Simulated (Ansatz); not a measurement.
```xyz
8

C    -0.7405    1.1273   -0.0999
S    -0.0256    0.0023   -1.3874
Al    0.9399   -1.4343   -0.0580
F     1.7766   -2.7166   -0.7192
H    -0.3162    2.1323   -0.2374
H    -1.8308    1.1668   -0.2373
H    -0.5221    0.7842    0.9247
H     0.8543   -1.2733    1.5260
```

Method: RKS PBE-D4/6-31G* (Ansatz).

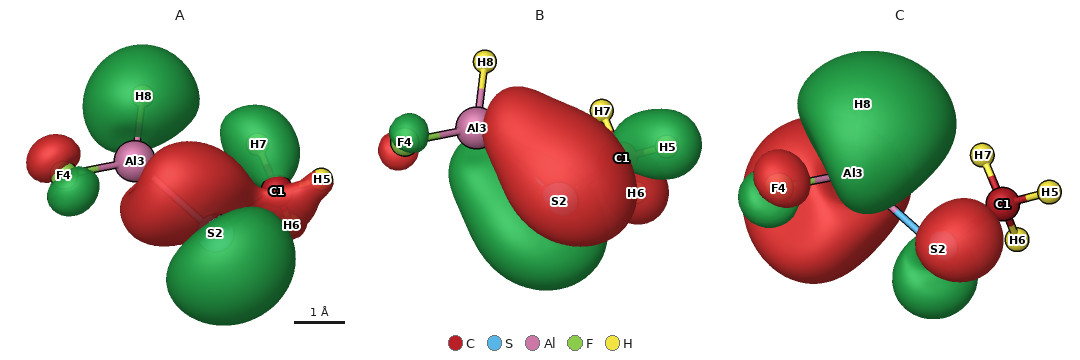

CH$_{4}$AlFS (SMILES C[S][AlH][F]). Three frontier orbitals at ±0.08 Å⁻³ᐟ² (green and red are the two phases), in no order.

Which picture is the HOMO−1, the HOMO and the LUMO?

A is the HOMO−1 (−7.08 eV). Its weight (Hirshfeld) is mainly on S2 (about 60 %), Al3 (about 15 %) and H8 (about 15 %). B is the HOMO (−6.10 eV). By Hirshfeld shares it lies mainly on S2 (about 75 %), Al3 (about 10 %) and C1 (about 5 %); largely a lone pair of S2. C is the LUMO (−1.48 eV). It lies mainly on Al3 (about 70 %), S2 (about 15 %) and F4 (about 5 %).

What is the HOMO–LUMO gap?

4.62 eV between the orbital energies.
